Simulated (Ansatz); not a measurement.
**HCl (hydrogen chloride) at wB97M-V/def2-TZVPPD**

What is the vertical electron affinity of HCl (hydrogen chloride) at wB97M-V/def2-TZVPPD? 

Program for the calculation: Ansatz 0.2.0.

32 further runs of the same task are left out: 32 set aside as unsound or not needed.

## (1) Starting point

HCl: 2 atoms, total charge 0, spin state singlet. SMILES: `Cl`. The coordinates come from a PBE0-D4/def2-TZVP relaxation.

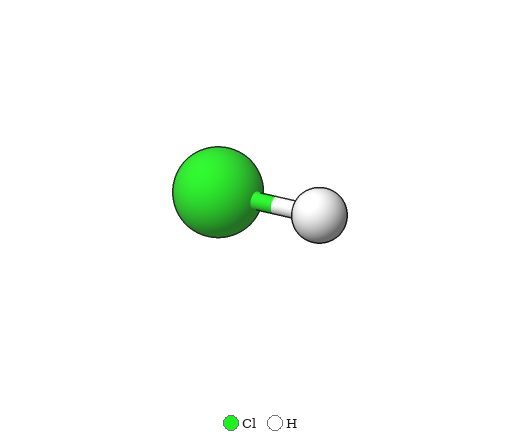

The structure, seen from a chosen angle (chlorine green, hydrogen white).

## (2) A single-point energy at wB97M-V/def2-TZVPPD

molecule.yaml reads:

```yaml
crystal:
  periodic: [false, false, false]
  atoms:
    - {symbol: Cl, position_ang: [0.546000, -0.178500, 0.280800]}
    - {symbol: H, position_ang: [-0.546000, 0.178500, -0.280800]}
basis:
  gaussian:
    orbitals: def2-TZVPPD.json
hamiltonian:
  xc: {name: wB97M-V}
accuracy: high
output:
  orbitals: {seedname: orbitals}
```

The basis set def2-TZVPPD is read from a file made from the Basis Set Exchange's data (not shown).

On the command line:

```sh
$ ansatz run molecule.yaml --threads 1 --pin off --max-ram 3480MiB --events-out events.jsonl --progress --plain --runs-dir runs
```

Output:

```text
Warning: RAYON_NUM_THREADS=1 ignored (pool sized by the plan → 1); use --threads N
Functional definition: wB97M-V
  name "wB97M-V"
  parameter omega = 0.3/bohr
  parameter cx = 0.15
  parameter cx01 = 1.007
  parameter cx10 = 0.259
  parameter css00 = 0.443
  parameter css04 = -1.437
  parameter css10 = -4.535
  parameter css20 = -3.390
  parameter css43 = 4.278
  parameter cos00 = 1.000
  parameter cos10 = 1.358
  parameter cos20 = 2.924
  parameter cos21 = -8.812
  parameter cos60 = -1.390
  parameter cos61 = 9.142
  parameter b = 6.0
  parameter c = 0.01
  gx(w, u) = 1 - cx + cx01*u + cx10*w
  gss(w, u) = css00 + css04*u^4 + css10*w + css20*w^2 + css43*w^4*u^3
  gos(w, u) = cos00 + cos10*w + (cos20 + cos21*u)*w^2 + (cos60 + cos61*u)*w^6
  exchange = spin_sum(e_x_unif_sr(omega)*gx(b97_w, b97_u_x)) + cx*exact_x_sr(omega) + exact_x_lr(omega)
  correlation = spin_sum(e_c_pw_mod_same_spin*gss(b97_w, b97_u_same))
      + integral(e_c_pw_mod_opposite_spin*gos(b97_w_opposite, b97_u_opposite)) + vv10(b, c)
849 factors; integrals over basis functions are off by at most 3.7e-9 eV
202 factors; integrals over basis functions are off by at most 1.8e-9 eV
mean field evaluation 1: about -12538.4687 eV, gradient 9.9e0 eV
mean field evaluation 2: about -12538.6950 eV, gradient 6.9e0 eV
mean field evaluation 4: about -12538.7768 eV, gradient 6.0e-1 eV
mean field evaluation 8: about -12538.7806 eV, gradient 3.1e-2 eV
mean field evaluation 16: about -12538.7806 eV, gradient 3.7e-7 eV
mean field -12538.78060926 eV, -460.7916882995 hartree, gradient 4.9e-8 eV, S^2 0.000000; 0 other end points of the search recorded, 0 dependent functions left out
reference -12538.78061470 eV, -460.7916884994 hartree; 9, 9 occupied and 59, 59 virtual orbitals, 849 factors
Total energy: -12538.78061470 eV, -460.7916884994 hartree
```

Run time: 6.9 s. Hardware: 1 thread of Arm Neoverse V2, shared host; peak memory 0.19 GiB.

## (3) The doublet anion

job.yaml reads:

```yaml
crystal:
  periodic: [false, false, false]
  atoms:
    - {symbol: Cl, position_ang: [0.546000, -0.178500, 0.280800]}
    - {symbol: H, position_ang: [-0.546000, 0.178500, -0.280800]}
basis:
  gaussian:
    orbitals: def2-TZVPPD.json
total_charge: -1
magnetization:
  spin_polarized: true
  initial_magnetization: 1
hamiltonian:
  xc: {name: wB97M-V}
accuracy: high
output:
  orbitals: {seedname: orbitals}
```

The basis set def2-TZVPPD is read from a file made from the Basis Set Exchange's data (not shown).

On the command line:

```sh
$ ansatz run job.yaml --threads 1 --pin off --max-ram 3480MiB --events-out events.jsonl --progress --plain --runs-dir runs
```

Output, cut to the lines that bear on the results:

```text
Warning: RAYON_NUM_THREADS=1 ignored (pool sized by the plan → 1); use --threads N
Functional definition: wB97M-V
  name "wB97M-V"
[...]
  gx(w, u) = 1 - cx + cx01*u + cx10*w
  gss(w, u) = css00 + css04*u^4 + css10*w + css20*w^2 + css43*w^4*u^3
  gos(w, u) = cos00 + cos10*w + (cos20 + cos21*u)*w^2 + (cos60 + cos61*u)*w^6
[...]
      + integral(e_c_pw_mod_opposite_spin*gos(b97_w_opposite, b97_u_opposite)) + vv10(b, c)
849 factors; integrals over basis functions are off by at most 3.7e-9 eV
202 factors; integrals over basis functions are off by at most 1.8e-9 eV
[...]
mean field -12537.20474289 eV, -460.7337762787 hartree, gradient 5.9e-8 eV, S^2 0.750596; 3 other end points of the search recorded, 0 dependent functions left out
reference -12537.20474357 eV, -460.7337763037 hartree; 10, 9 occupied and 58, 59 virtual orbitals, 849 factors
Total energy: -12537.20474357 eV, -460.7337763037 hartree
```

Wall time 43 s (1 thread of Arm Neoverse V2, shared host); peak memory 0.35 GiB.

## (4) Results

Level: wB97M-V/def2-TZVPPD.

| quantity | value |
| --- | --- |
| singlet HCl: total energy | -460.79169 Eh |
| singlet HCl: HOMO energy | -11.85 eV |
| singlet HCl: LUMO energy | 1.08 eV |
| singlet HCl: HOMO–LUMO gap | 12.93 eV |
| doublet anion: total energy | -460.73378 Eh |
| doublet anion: HOMO energy (highest over α and β) | 1.83 eV |
| doublet anion: LUMO energy (lowest over α and β) | 5.13 eV |
| doublet anion: ⟨S²⟩ | 0.751 |
| vertical electron affinity (to the doublet anion) | -1.576 eV |

**Reading.** The anion lies 1.58 eV (152 kJ/mol) above the neutral: the electron isn't bound at this level, and such a value depends on the basis. The HOMO (doublet anion) lies at positive energy, 1.83 eV; only total energies tell whether the electron is bound.
